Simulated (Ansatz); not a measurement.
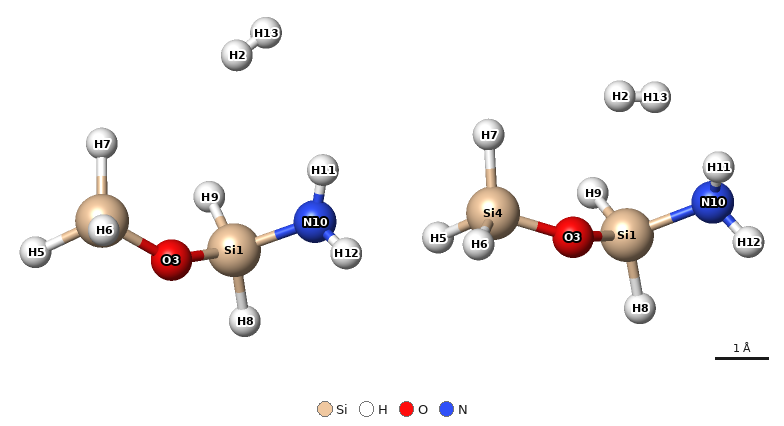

Two geometries of Si$_{2}$NH$_{9}$O, drawn at one scale. One is the start of a relaxation, the other its converged end. A ball-and-stick model, seen at a tilt.

Level of theory: RKS r2SCAN/6-31G* in Ansatz. Settings: no spin polarisation; force threshold 0.03 eV/Å; at most 50 steps.

> Which of the two is the end point?

The left one is the relaxed one. The run prepares an end point of a later path (reaction) calculation, from a guessed geometry. The largest move after the best rigid fit is that of H13, 1.24 Å. By element the largest moves are H 1.24 Å, O 0.53 Å, N 0.38 Å, Si 0.30 Å. Some distances before and after: Si1–N10 1.780 → 1.717 Å, H2–H13 0.707 → 0.742 Å, Si1–H8 1.488 → 1.482 Å. Among the angles between lasting bonds that change: Si1–N10–H12 111.9° → 120.7°, H9–Si1–N10 111.7° → 106.3°, O3–Si1–H8 109.7° → 105.9°. Groups turn about O3–Si4 by about 50°, Si1–N10 by about 40°, Si1–O3 by about 30°. After 26 accepted moves (29 points after the start) the energy has fallen by 28.2 kJ/mol. The largest force component goes from 1.3 to 0.0085 eV/Å. The line search rejected the trial steps at points 21, 23, 24 of the run. The forces were under the threshold at step 17, but the run went on from there. Cost: 110 s on 2 threads of Arm Neoverse V2, with other jobs on the host, peak memory 0.16 GiB.
